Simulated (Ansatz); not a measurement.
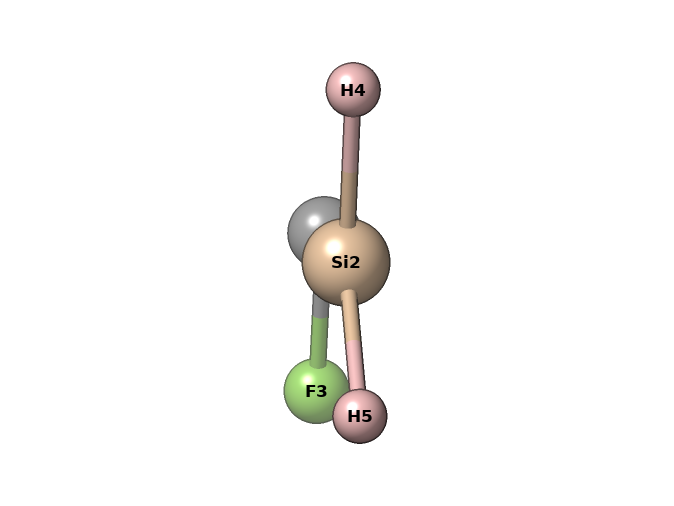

C1 lies behind Si2. The molecule seen nearly along the Si2–C1 bond, Si2 in front. Distant atoms are faded towards the background colour. The species has charge −1 and is a spin singlet. The geometry was computed by an optimisation with PBE-D4/def2-SVPD. No frequency run is at hand to confirm it as a minimum.

> What is the torsion angle H4–Si2–C1–F3? The sign is positive where the front bond must turn clockwise to cover the back bond.

180°, antiperiplanar (anti).
